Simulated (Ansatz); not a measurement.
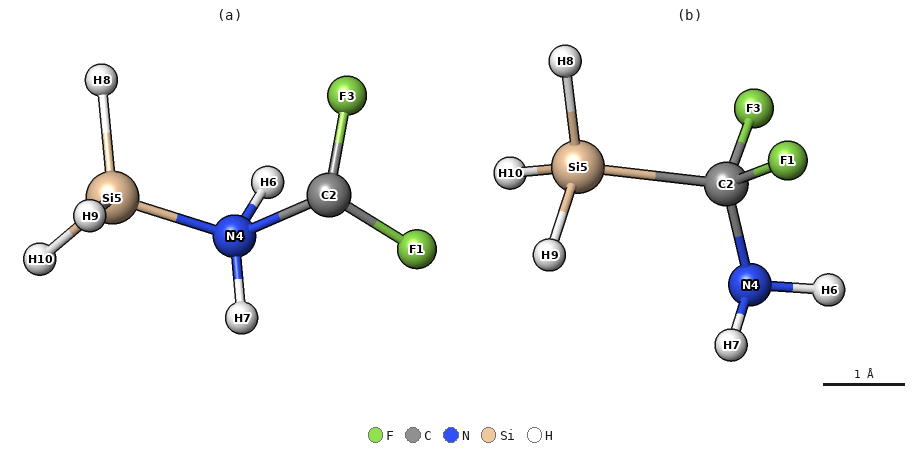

The structure of CH₅F₂NSi before (left) and after (right) a relaxation, at one scale.

Style: ball-and-stick. Shown face on.

The run prepares an end point of a later path (hydrogen shift) calculation, from a guessed geometry.

Computed with RKS PBE0-D4/def2-SVP in Ansatz 0.2.0.

Input file:
```yaml
crystal:
  periodic: [false, false, false]
  atoms:
    - { symbol: F, position_ang: [-1.3554, -2.0748, -0.2302] }
    - { symbol: C, position_ang: [-0.7586, -1.0351, 0.4041] }
    - { symbol: F, position_ang: [0.0348, -1.6183, 1.2896] }
    - { symbol: "N", position_ang: [0.092, -0.3098, -0.5739] }
    - { symbol: Si, position_ang: [0.8685, 1.0793, -0.2125] }
    - { symbol: H, position_ang: [0.70062, -1.10389, -0.28999] }
    - { symbol: H, position_ang: [-0.5624, -0.1606, -1.3611] }
    - { symbol: H, position_ang: [1.8879, 0.8218, 0.8644] }
    - { symbol: H, position_ang: [-0.1375, 2.0835, 0.3057] }
    - { symbol: H, position_ang: [1.5124, 1.57, -1.4115] }
basis:
  gaussian: { orbitals: def2-SVP }
hamiltonian:
  xc: pbe0
  dispersion: d4
relax:
  f_tol: 0.02
  max_steps: 50
output:
  orbitals: {}
```

Command:
```bash
ansatz run input.yaml --threads 2 --pin off --max-ram 3072MiB --backend cpu --events-out ev --progress --plain --runs-dir out
```

> Summarise the run.

Over 25 accepted moves (28 points after the start) the energy falls by 107.5 kcal/mol. The largest force component goes from 7.1 to 0.019 eV/Å. The line search rejected the trial steps at points 8, 23, 26 of the run. The atom that moves furthest after the best rigid fit is H6 (1.84 Å). Largest moves by element: H 1.84 Å, F 1.82 Å, N 1.01 Å, C 1.01 Å, Si 0.48 Å. Among the contacts that change: Si5–H6 2.191 → 3.720 Å, N4–Si5 1.632 → 2.800 Å, C2–Si5 2.738 → 1.928 Å, C2–N4 1.485 → 1.400 Å. New bonds form: C2–Si5 (2.74 → 1.93 Å). Bonds break: N4–Si5 (1.63 → 2.80 Å). Among the angles between lasting bonds that change: C2–N4–H6 77.4° → 111.1°, H6–N4–H7 133.5° → 109.6°, C2–N4–H7 102.1° → 112.2°. Groups turn about C2–N4 by about 20°. The run took 53 s on 2 threads of Intel(R) Xeon(R) Platinum 8488C (Sapphire Rapids) (shared host), peak memory 0.22 GiB.
